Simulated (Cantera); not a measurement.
A closed system holds: 1 mol CuO, 1200 mol H2, 5 mol N2, at 7.50 mbar.

These are equilibrium values from Cantera (NASA tables, ideal gas, pure condensed phases), not measurements of a reactor. Candidate condensed phases: Cu, CuO, Cu(OH)2, Cu2O, H2O; 27 gas species. Equilibrium is a limit: real reactors are often held back by kinetics, nucleation or transport.

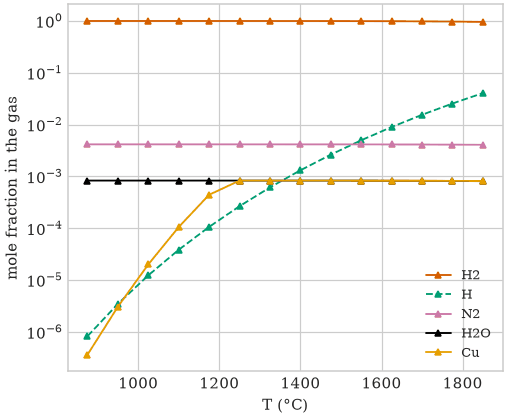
Figure: Equilibrium gas composition (values under 1e-9 drawn at 1e-9)

Read off the mole fractions at 1475 °C.

H2 about 0.99, N2 about 0.0041, H about 0.0026, Cu about 0.00083, H2O about 0.00083.
